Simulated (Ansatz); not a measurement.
# Dielectric function and optical constants of TiAg2P2 (model structure)

Aim: the dielectric function of TiAg2P2 (model structure), and the optical constants that follow from it. The structure is a model built here, which may or may not match a known phase. It was built so: All Cu replaced by Ag and Zr replaced by Ti in the P-3m1 structure of ZrCu2P2.

Method: DFT, PBE, plane-wave PAW, default files, scalar-relativistic, independent-particle optical response without local fields, in Ansatz 0.2.0.

### Step 1. Set-up

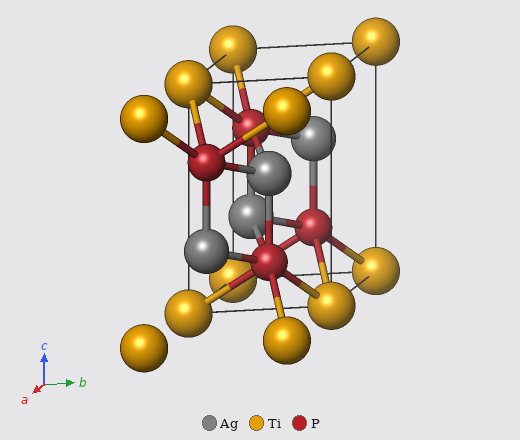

The starting structure, seen slightly off an axis (silver grey, titanium orange, phosphorus red). 2×1×1 cells are drawn. Bonds to atoms that aren't drawn are left out. Some periodic images of atoms are drawn too.

### Step 2. Relaxation

The structure was built or cut out here, so it is relaxed before any spectrum is computed.

This step: DFT, PBE, plane-wave PAW, default files, scalar-relativistic, relaxation (Ansatz 0.2.0).

Input file input.yaml:

```yaml
crystal:
  lattice:
    - [3.85472181, 0.0, 0.0]
    - [-1.92736091, 3.33828702, 0.0]
    - [0.0, 0.0, 6.24587046]
  atoms:
    - { symbol: Ag, position: [0.33333333, 0.66666667, 0.63888812] }
    - { symbol: Ag, position: [0.66666667, 0.33333333, 0.36111188] }
    - { symbol: Ti, position: [0.0, 0.0, 0.0] }
    - { symbol: P, position: [0.33333333, 0.66666667, 0.25217355] }
    - { symbol: P, position: [0.66666667, 0.33333333, 0.74782645] }
kpoints:
  mp_grid: { grid: [7, 7, 4] }
scf:
  occupations: { method: fermi_dirac, width: 0.05 }
hamiltonian:
  xc: pbe
  pseudopotentials: { kind: paw }
output:
  forces: true
  stress: true
relax:
  f_tol: 0.02
  max_steps: 50
  cell: {}
```

Launch:

```sh
> ansatz run input.yaml --threads 4 --pin off --max-ram 8192MiB --backend cpu --events-out ev --progress --plain --runs-dir out
```

Numbers of over 12 decimals in the logs are rounded to 6 here.

The log of the run:

```text
Engine: ansatz 0.2.0, x86_64-unknown-linux-gnu
Pseudopotentials: kind: paw
Pseudopotential: Ag, paw, valence charge 19, recommended cutoff 420 eV (normal), Ag.paw.azcp
Pseudopotential: Ti, paw, valence charge 12, recommended cutoff 420 eV (normal), Ti.paw.azcp
Pseudopotential: P, paw, valence charge 5, recommended cutoff 420 eV (normal), P.paw.azcp
Functional definition: PBE
  parameter kappa = 0.804
  parameter beta = 0.066725
  exchange = pbe_x(kappa = kappa, mu = beta*pi^2/3)
  correlation = pbe_c(beta = beta)
Crystal: 5 atoms, lattice volume = 80.373 Å³
Basis set: ecut = 420 eV, 1557 PW (Γ), exchange–correlation on 54×54×90 points (8 copies of the dense FFT grid, shifted against one another)
Bands: 36, of which v1, the nominal top of the filled ones, is band 30 counted from 1 (29 counted from 0)
Symmetry: 12 space group operations
Space group: P-3m1 (ITA 164), of the structure as read, at distance tolerance 4.3e-5 Å
k-points: 28 of 196
Non-local potential: Ag, projectors of the file, l = 0: 3, l = 1: 2, l = 2: 2, l = 3: 1
Non-local potential: Ti, projectors of the file, l = 0: 3, l = 1: 2, l = 2: 3, l = 3: 1
Non-local potential: P, projectors of the file, l = 0: 2, l = 1: 2, l = 2: 2
PAW form: soft (Blöchl's): semilocal exchange-correlation on the pseudo side does not see the compensation charge
PAW one-centre angular grid: Ag, 590 points (default); XC on 64 Gauss nodes
PAW one-centre angular grid: Ti, 590 points (default); XC on 64 Gauss nodes
PAW one-centre angular grid: P, 110 points (default); XC on 64 Gauss nodes
Initial density: superposition of atomic densities (neutral atoms: chi_scale 0, normalization atom), corrected by the library's trained network
Initial wavefunctions: pseudopotential atomic-orbital guess
Functional: x = pbe(κ = 0.804, μ = 0.219515), c = pbe(β = 0.066725)
SCF iter   1: F=—  HF=-19192.019049 eV  |F-HF|=—  |Δ(HF+E_count)|=         —  Δρ=7.49e-3  dr2=1.00e-1  ethr=1.77e-3  ⟨swp⟩=6.3  Hψ=3988  notcnv=0
preconditioner: auto → Kerker (q_TF=auto, 2.599 Å⁻¹)  [metal: Δε(μ)=0.030 eV  Ē_g=7.422 eV  σ=0.050 eV  W_gap=0.15  n_scr=22 (ndim 8)  ℏωp=24.9 eV  f_vac=0.006  D(μ)=1.49/eV (n_scr^D=2)]
SCF iter   2: F=—  HF=-19192.014598 eV  |F-HF|=—  |Δ(HF+E_count)|=   4.45e-3  Δρ=4.08e-3  dr2=3.28e-2  ethr=1.67e-4  ⟨swp⟩=1.8  Hψ=1287  notcnv=0
SCF iter   3: F=—  HF=-19192.012069 eV  |F-HF|=—  |Δ(HF+E_count)|=   2.53e-3  Δρ=3.78e-4  dr2=4.53e-4  ethr=5.47e-5  ⟨swp⟩=1.2  Hψ=1018  notcnv=0
SCF iter   4: F=—  HF=-19192.012038 eV  |F-HF|=—  |Δ(HF+E_count)|=   3.06e-5  Δρ=1.09e-4  dr2=3.36e-5  ethr=7.54e-7  ⟨swp⟩=2.0  Hψ=1144  notcnv=0
SCF iter   5: F=—  HF=-19192.012043 eV  |F-HF|=—  |Δ(HF+E_count)|=   5.13e-6  Δρ=4.26e-5  dr2=4.63e-6  ethr=5.59e-8  ⟨swp⟩=2.1  Hψ=1307  notcnv=0
SCF iter   6: F=—  HF=-19192.012044 eV  |F-HF|=—  |Δ(HF+E_count)|=   3.10e-7  Δρ=2.21e-5  dr2=5.12e-7  ethr=7.72e-9  ⟨swp⟩=2.0  Hψ=1466  notcnv=0
SCF iter   7: F=-19192.012044 eV  HF=-19192.012044 eV  |F-HF|=3.71e-8  |Δ(HF+E_count)|=   9.76e-8  Δρ=9.09e-6  dr2=9.69e-8  ethr=1.67e-10  ⟨swp⟩=5.0  Hψ=3510  notcnv=0
SCF 1 converged in 7 iterations: F = -19192.012044 eV  dr2 = 9.69e-8
  greatest PAW one-centre occupation: 1.000 electrons in one spin orbital (limit 2), on the Ag atom at site 1 (counted from 0), in its partial waves of l = 0
relax step   1: F+E_penalty+E_count = -19192.01204382 eV  Δ(F+E_penalty+E_count) = +0.000e0 eV  max|allowed force component| = 3.612e0 eV/Å  Δτ_max = 0.0000 Å  P = +15.902 GPa  Ω = 80.373 Å³  (7 SCF iters, dr2 threshold 1.00e-7 eV, accepted)
Crystal: 5 atoms, lattice volume = 82.722 Å³
Basis set: ecut = 420 eV, 1617 PW (Γ), exchange–correlation on 54×54×90 points (8 copies of the dense FFT grid, shifted against one another)
Initial density: handed on by an earlier stage of this run
Initial wavefunctions: those handed on with the density
iter 1 solved again at ethr=2.65e-4 eV; its pass at ethr=3.10e-3 eV (dr2=1.59e-1 eV) is discarded
SCF iter   1: F=—  HF=-19193.066789 eV  |F-HF|=—  |Δ(HF+E_count)|=         —  Δρ=1.34e-2  dr2=1.60e-1  ethr=2.65e-4  ⟨swp⟩=1.5  Hψ=5142  notcnv=0
preconditioner: auto → LDOS  [metal: Δε(μ)=0.082 eV  Ē_g=7.147 eV  σ=0.050 eV  W_gap=0.39  n_scr=22 (ndim 8)  ℏωp=24.5 eV  f_vac=0.013  D(μ)=1.74/eV (n_scr^D=8)  β→1.0]
SCF iter   2: F=—  HF=-19193.076880 eV  |F-HF|=—  |Δ(HF+E_count)|=   1.01e-2  Δρ=1.43e-2  dr2=1.82e-1  ethr=2.65e-4  ⟨swp⟩=3.2  Hψ=2241  notcnv=0
SCF iter   3: F=—  HF=-19193.029494 eV  |F-HF|=—  |Δ(HF+E_count)|=   4.74e-2  Δρ=1.76e-3  dr2=2.26e-3  ethr=2.65e-4  ⟨swp⟩=2.2  Hψ=1871  notcnv=0
SCF iter   4: F=—  HF=-19193.029154 eV  |F-HF|=—  |Δ(HF+E_count)|=   3.40e-4  Δρ=4.11e-4  dr2=1.33e-4  ethr=3.77e-6  ⟨swp⟩=2.0  Hψ=1674  notcnv=0
SCF iter   5: F=—  HF=-19193.029139 eV  |F-HF|=—  |Δ(HF+E_count)|=   1.53e-5  Δρ=1.16e-4  dr2=1.41e-5  ethr=2.22e-7  ⟨swp⟩=2.0  Hψ=1508  notcnv=0
SCF iter   6: F=—  HF=-19193.029139 eV  |F-HF|=—  |Δ(HF+E_count)|=   3.15e-8  Δρ=3.60e-5  dr2=9.90e-7  ethr=2.34e-8  ⟨swp⟩=2.0  Hψ=1464  notcnv=0
SCF iter   7: F=-19193.029139 eV  HF=-19193.029140 eV  |F-HF|=2.96e-7  |Δ(HF+E_count)|=   6.70e-7  Δρ=1.52e-5  dr2=3.77e-7  ethr=8.33e-10  ⟨swp⟩=4.6  Hψ=3356  notcnv=0
SCF 2 converged in 7 iterations: F = -19193.029139 eV  dr2 = 3.77e-7
relax step   2: F+E_penalty+E_count = -19193.02913937 eV  Δ(F+E_penalty+E_count) = -1.017e0 eV  max|allowed force component| = 9.314e-1 eV/Å  Δτ_max = 0.1948 Å  P = +6.449 GPa  Ω = 82.722 Å³  energy of the carried Pulay correction = -7.673e-4 eV  (7 SCF iters, dr2 threshold 5.00e-7 eV, accepted)
Crystal: 5 atoms, lattice volume = 86.019 Å³
Basis set: ecut = 420 eV, 1713 PW (Γ), exchange–correlation on 54×54×90 points (8 copies of the dense FFT grid, shifted against one another)
iter 1 solved again at ethr=6.76e-4 eV; its pass at ethr=3.10e-3 eV (dr2=4.06e-1 eV) is discarded
SCF iter   1: F=—  HF=-19193.339033 eV  |F-HF|=—  |Δ(HF+E_count)|=         —  Δρ=1.54e-2  dr2=4.06e-1  ethr=6.76e-4  ⟨swp⟩=1.4  Hψ=4812  notcnv=0
preconditioner: auto → LDOS  [metal: Δε(μ)=0.077 eV  Ē_g=6.921 eV  σ=0.050 eV  W_gap=0.34  n_scr=22 (ndim 8)  ℏωp=24.0 eV  f_vac=0.012  D(μ)=1.58/eV (n_scr^D=2)  β→1.0]
SCF iter   2: F=—  HF=-19193.344879 eV  |F-HF|=—  |Δ(HF+E_count)|=   5.85e-3  Δρ=1.82e-2  dr2=4.78e-1  ethr=6.76e-4  ⟨swp⟩=3.0  Hψ=1677  notcnv=0
SCF iter   3: F=—  HF=-19193.284912 eV  |F-HF|=—  |Δ(HF+E_count)|=   6.00e-2  Δρ=1.47e-3  dr2=1.27e-3  ethr=6.76e-4  ⟨swp⟩=2.3  Hψ=1490  notcnv=0
SCF iter   4: F=—  HF=-19193.284745 eV  |F-HF|=—  |Δ(HF+E_count)|=   1.67e-4  Δρ=4.53e-4  dr2=2.03e-4  ethr=2.11e-6  ⟨swp⟩=2.2  Hψ=1519  notcnv=0
SCF iter   5: F=—  HF=-19193.284730 eV  |F-HF|=—  |Δ(HF+E_count)|=   1.52e-5  Δρ=1.74e-4  dr2=2.74e-5  ethr=3.38e-7  ⟨swp⟩=2.0  Hψ=1526  notcnv=0
SCF iter   6: F=—  HF=-19193.284726 eV  |F-HF|=—  |Δ(HF+E_count)|=   3.89e-6  Δρ=4.09e-5  dr2=2.08e-6  ethr=4.57e-8  ⟨swp⟩=2.0  Hψ=1492  notcnv=0
SCF iter   7: F=-19193.284726 eV  HF=-19193.284726 eV  |F-HF|=6.87e-9  |Δ(HF+E_count)|=   1.03e-7  Δρ=1.36e-5  dr2=1.56e-7  ethr=8.33e-10  ⟨swp⟩=4.6  Hψ=3353  notcnv=0
SCF 3 converged in 7 iterations: F = -19193.284726 eV  dr2 = 1.56e-7
relax step   3: F+E_penalty+E_count = -19193.28472577 eV  Δ(F+E_penalty+E_count) = -2.556e-1 eV  max|allowed force component| = 3.976e-1 eV/Å  Δτ_max = 0.0785 Å  P = +1.323 GPa  Ω = 86.019 Å³  energy of the carried Pulay correction = -1.808e-3 eV  (7 SCF iters, dr2 threshold 5.00e-7 eV, accepted)
[... from here on, the SCF cycles and remarks between the steps are left out ...]
relax step   4: F+E_penalty+E_count = -19193.36740801 eV  Δ(F+E_penalty+E_count) = -8.268e-2 eV  max|allowed force component| = 1.145e-1 eV/Å  Δτ_max = 0.0579 Å  P = -0.025 GPa  Ω = 87.276 Å³  energy of the carried Pulay correction = -2.194e-3 eV  (7 SCF iters, dr2 threshold 5.00e-7 eV, accepted)
relax step   5: F+E_penalty+E_count = -19193.37318285 eV  Δ(F+E_penalty+E_count) = -5.775e-3 eV  max|allowed force component| = 3.863e-2 eV/Å  Δτ_max = 0.0156 Å  P = -0.418 GPa  Ω = 87.699 Å³  energy of the carried Pulay correction = -2.322e-3 eV  (6 SCF iters, dr2 threshold 5.00e-7 eV, accepted)
relax step   6: F+E_penalty+E_count = -19193.37845079 eV  Δ(F+E_penalty+E_count) = -5.268e-3 eV  max|allowed force component| = 2.534e-2 eV/Å  Δτ_max = 0.0166 Å  P = -0.071 GPa  Ω = 87.504 Å³  energy of the carried Pulay correction = -2.263e-3 eV  (6 SCF iters, dr2 threshold 5.00e-7 eV, accepted)
relax step   7: F+E_penalty+E_count = -19193.37889608 eV  Δ(F+E_penalty+E_count) = -4.453e-4 eV  max|allowed force component| = 4.642e-2 eV/Å  Δτ_max = 0.0043 Å  P = -0.301 GPa  Ω = 87.733 Å³  energy of the carried Pulay correction = -2.333e-3 eV  (6 SCF iters, dr2 threshold 1.70e-7 eV, accepted)
relax step   8: F+E_penalty+E_count = -19193.37951286 eV  Δ(F+E_penalty+E_count) = -6.168e-4 eV  max|allowed force component| = 7.266e-3 eV/Å  Δτ_max = 0.0059 Å  P = +0.062 GPa  Ω = 87.457 Å³  energy of the carried Pulay correction = -2.249e-3 eV  (6 SCF iters, dr2 threshold 2.67e-7 eV, accepted)
relax step   9: F+E_penalty+E_count = -19193.37951671 eV  Δ(F+E_penalty+E_count) = -3.853e-6 eV  max|allowed force component| = 1.786e-3 eV/Å  Δτ_max = 0.0013 Å  P = -0.004 GPa  Ω = 87.514 Å³  energy of the carried Pulay correction = -2.266e-3 eV  (6 SCF iters, dr2 threshold 1.17e-8 eV, accepted)
relax step  10: F+E_penalty+E_count = -19193.38292551 eV  Δ(F+E_penalty+E_count) = -3.409e-3 eV  max|allowed force component| = 1.932e-3 eV/Å  Δτ_max = 0.0000 Å  P = +0.046 GPa  Ω = 87.514 Å³  stress off target by 1.37e-1 GPa  SCF on the basis re-selected at this cell (its energy is not comparable with the rows above)  (7 SCF iters)
relax step  11: F+E_penalty+E_count = -19193.38302735 eV  Δ(F+E_penalty+E_count) = -1.018e-4 eV  max|allowed force component| = 4.923e-4 eV/Å  Δτ_max = 0.0020 Å  P = +0.007 GPa  Ω = 87.577 Å³  energy of the carried Pulay correction = -1.546e-5 eV  (6 SCF iters, dr2 threshold 4.71e-8 eV, accepted)
iter 1 solved again at ethr=1.81e-7 eV; its pass at ethr=3.10e-3 eV (dr2=1.08e-4 eV) is discarded
SCF iter   1: F=—  HF=-19193.383076 eV  |F-HF|=—  |Δ(HF+E_count)|=         —  Δρ=2.29e-5  dr2=1.87e-8  ethr=1.81e-7  ⟨swp⟩=3.9  Hψ=6606  notcnv=0
eigensolver tolerance schedule: the retry pair's looser diagonalisation over-reported the residual by 5810.15 of it (diagonalisation noise at 0.51 of the residual, at the tolerance the schedule requests for it); recorded, not acted on — ethr = c·dr2/N_el stays at c = 1.0e-1
preconditioner: auto → Kerker (q_TF=auto, 2.562 Å⁻¹)  [metal: Δε(μ)=0.047 eV  Ē_g=6.537 eV  σ=0.050 eV  W_gap=0.22  n_scr=22 (ndim 8)  ℏωp=23.8 eV  f_vac=0.005  D(μ)=1.61/eV (n_scr^D=2)]
SCF iter   2: F=—  HF=-19193.383049 eV  |F-HF|=—  |Δ(HF+E_count)|=   2.65e-5  Δρ=1.16e-5  dr2=5.51e-9  ethr=3.11e-11  ⟨swp⟩=3.3  Hψ=2281  notcnv=0
SCF iter   3: F=—  HF=-19193.383050 eV  |F-HF|=—  |Δ(HF+E_count)|=   7.95e-7  Δρ=4.96e-7  dr2=6.13e-10  ethr=9.18e-12  ⟨swp⟩=2.4  Hψ=1590  notcnv=0
SCF iter   4: F=—  HF=-19193.383050 eV  |F-HF|=—  |Δ(HF+E_count)|=  1.02e-10  Δρ=3.37e-7  dr2=2.68e-10  ethr=1.02e-12  ⟨swp⟩=1.2  Hψ=1015  notcnv=0
iter 5 did not close the SCF: its close was put off for the readings that it lacked (scf_convergence_deferred on its scf_iter line)
SCF iter   5: F=-19193.383050 eV  HF=-19193.383050 eV  |F-HF|=7.28e-12  |Δ(HF+E_count)|=  1.96e-10  Δρ=1.66e-7  dr2=3.10e-11  ethr=1.00e-12  ⟨swp⟩=2.5  Hψ=1403  notcnv=0
SCF iter   6: F=-19193.383050 eV  HF=-19193.383050 eV  |F-HF|=7.28e-12  |Δ(HF+E_count)|=  7.28e-12  Δρ=4.88e-8  dr2=1.57e-12  ethr=1.00e-12  ⟨swp⟩=3.0  Hψ=3405  notcnv=0
SCF 12 converged in 6 iterations: F = -19193.383050 eV  dr2 = 1.57e-12
relax step  12: F+E_penalty+E_count = -19193.38304991 eV  Δ(F+E_penalty+E_count) = -2.256e-5 eV  max|allowed force component| = 4.941e-4 eV/Å  Δτ_max = 0.0000 Å  P = +0.006 GPa  Ω = 87.577 Å³  stress off target by 1.93e-2 GPa  SCF on the basis re-selected at this cell (its energy is not comparable with the rows above)  (6 SCF iters)
basis re-selected at this cell: Δ(F+E_penalty+E_count) = -2.256e-5 eV, ΔP = -0.000 GPa vs the last step (what re-selecting the basis moved, of the pressure what is left beyond the Pulay correction that the steps carried, after the strain that the cell walked since its last selection, with what the two solves' SCF thresholds leave and, on support functions, any second-order correction that the steps lacked; it is no m [...]
SCF converged after 6 iterations
Free energy (F): -19193.383050 eV
Harris-Foulkes:  -19193.383050 eV  (|F-HF|=7.28e-12)
Internal energy: -19193.369664 eV  (E = F + TS)
E sigma→0 (E₀):  -19193.376357 eV
Entropy (-TS):   -0.013386 eV (-2.677 meV/atom)
Fermi energy:    13.038381 eV
--- Per-component energies (eV) ---
  E_band       = -762.345481
  E_kinetic    = 1466.056767
  E_local      = -6974.504891  (includes V_loc(G=0)·N_el)
  E_nonlocal   = 235.059402
  E_hartree    = 3116.029102
  E_xc         = -590.746596
  E_vxc        = -714.145052  (∫ρ·V_xc dr)
  E_paw        = -9989.271559  (= ΣΔE_a)
  E_vpaw       = -1006.870670  (= ΣTr[D̂ρ^β])
  E_aug_tail   = 0.000749  (compensation charges beyond the density's cutoff)
  E_ewald      = -6455.992638
  E_smearing   = -0.013386  (= −TS)
  E_closure    = -0.000000  (closes the sum)
  Σ components = -19193.383050   (vs F -19193.383050, Δ=0.00e0)
--- Forces (eV/Å), atoms counted from 1 ---
  atom   1  Ag     0.00000000    -0.00000000    -0.00049413
  atom   2  Ag    -0.00000000     0.00000000     0.00049413
  atom   3  Ti     0.00000000     0.00000000     0.00000000
  atom   4  P     -0.00000000     0.00000000    -0.00029147
  atom   5  P      0.00000000    -0.00000000     0.00029147
  max |Σ_I F_I| component: 3.70e-17 eV/Å
--- Stress (GPa, compression-positive) ---
       -0.000473       0.000000      -0.000000
        0.000000      -0.000473       0.000000
       -0.000000       0.000000       0.019325
  P = ⅓ Tr σ = 0.0061 GPa (0.061 kbar)
--- Relaxed structure (10 steps of the walk, 10 accepted, 2 SCFs on fresh bases) ---
  F+E_penalty+E_count = -19193.38304991 eV   max|allowed force component| = 4.941e-4 eV/Å   (the final SCF, on the basis selected at the relaxed cell)
  cell:  # Å, volume = 87.5769 Å³
    - [3.855818, 2.887572287236282e-9, 1.9107710149321426e-17]
    - [-1.927909, 3.339236, -1.9107710149321422e-17]
    - [3.0960543502402874e-17, -1.7875078094454815e-17, 6.801830]
  atoms:
    - { symbol: Ag, position: [0.333333, 0.666667, 0.631726] }
    - { symbol: Ag, position: [0.666667, 0.333333, 0.368274] }
    - { symbol: Ti, position: [0, 0, 0] }
    - { symbol: P, position: [0.333333, 0.666667, 0.193539] }
    - { symbol: P, position: [0.666667, 0.333333, 0.806461] }
```

Elapsed: 8.8 s, on 4 threads of Intel Xeon Platinum 8488C (Sapphire Rapids), shared host; peak memory 0.61 GiB.

Relaxation path:

```
step  energy less that of the first step (eV)  largest force component (eV/Å)  pressure (GPa)  volume (Å³)
   1                                   0.0000                          3.6120           15.90        80.37
   2                                  -1.0171                          0.9314            6.45        82.72
   3                                  -1.2727                          0.3976            1.32        86.02
   4                                  -1.3554                          0.1145           -0.02        87.28
   5                                  -1.3611                          0.0386           -0.42        87.70
   6                                  -1.3664                          0.0253           -0.07        87.50
   7                                  -1.3669                          0.0464           -0.30        87.73
   8                                  -1.3675                          0.0073            0.06        87.46
   9                                  -1.3675                          0.0018            0.00        87.51
 10*                                  -1.3709                          0.0019            0.05        87.51
  11                                  -1.3710                          0.0005            0.01        87.58
 12*                                  -1.3710                          0.0005            0.01        87.58
```

Relaxation steps marked * repeat the geometry before them on a plane-wave basis chosen anew for their cell, so energy and pressure can jump there.

Forces are held to the 12 operations that the run works with; a distortion that breaks them can't arise in this run.

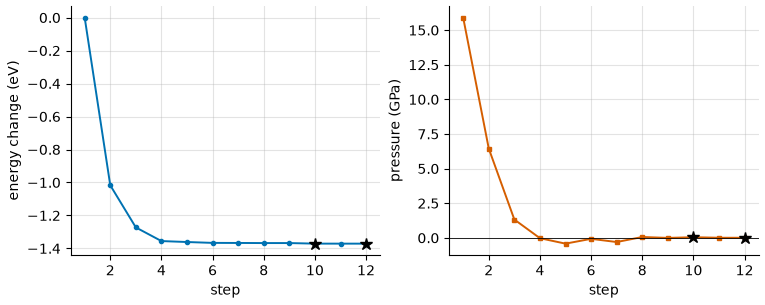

Energy and pressure along the relaxation. Stars mark steps on a basis chosen anew.

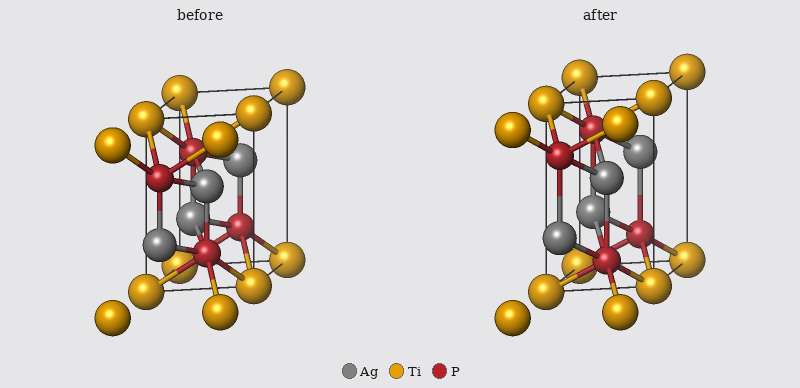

Before and after, at one scale. Bonds to atoms that aren't drawn are left out.

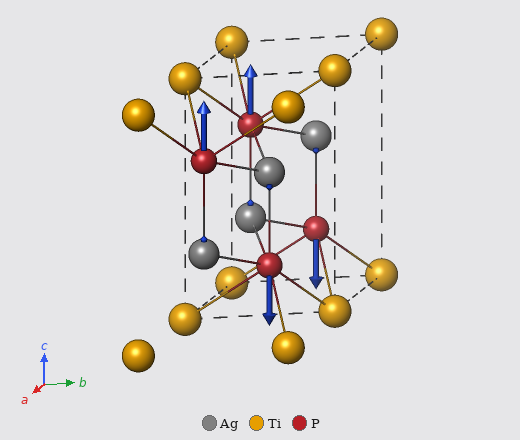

Displacements in the relaxation, exaggerated, measured against the changing cell; the longest in the cell stands for 0.40 Å. Bonds to atoms that aren't drawn are left out. 2×1×1 cells are drawn. Some periodic images of atoms are drawn too.

```
conventional cell, symmetrised  before  after  change
                         a (Å)   3.855  3.856  +0.0 %
                         b (Å)   3.855  3.856  +0.0 %
                         c (Å)   6.246  6.802  +8.9 %
              volume (Å³/atom)   16.07  17.52  +9.0 %
```

The atoms that moved most (Å, as changes of fractional coordinates times the final cell):

| atom | dx | dy | dz | length |
| --- | --- | --- | --- | --- |
| P5 | 0.000 | 0.000 | 0.399 | 0.399 |
| P4 | 0.000 | 0.000 | -0.399 | 0.399 |
| Ag2 | 0.000 | 0.000 | 0.049 | 0.049 |
| Ag1 | 0.000 | 0.000 | -0.049 | 0.049 |

Final coordinates:

```cif
data_structure
_symmetry_space_group_name_H-M 'P 1'
_symmetry_Int_Tables_number 1
_cell_length_a 3.8558
_cell_length_b 3.8558
_cell_length_c 6.8018
_cell_angle_alpha 90.000
_cell_angle_beta 90.000
_cell_angle_gamma 120.000
_cell_volume 87.58
loop_
_atom_site_label
_atom_site_type_symbol
_atom_site_fract_x
_atom_site_fract_y
_atom_site_fract_z
_atom_site_occupancy
Ag1 Ag 0.33333 0.66667 0.63173 1
Ag2 Ag 0.66667 0.33333 0.36827 1
Ti3 Ti 0.00000 0.00000 0.00000 1
P4 P 0.33333 0.66667 0.19354 1
P5 P 0.66667 0.33333 0.80646 1
```

The relaxation ends with a largest force component of 4.9e-4 eV/Å and a pressure of 0.01 GPa.

[end of part 1 of 2]

[Logs are printed without paths, hosts, clocks, repeated set-up lines and the standing remarks that a program may print on its own settings, such as how far it seeks lower states.]

[Hosts, paths, dates, database ids (printed as entryN), source tags and the programs' standing remarks are cut or masked in the printed files.]
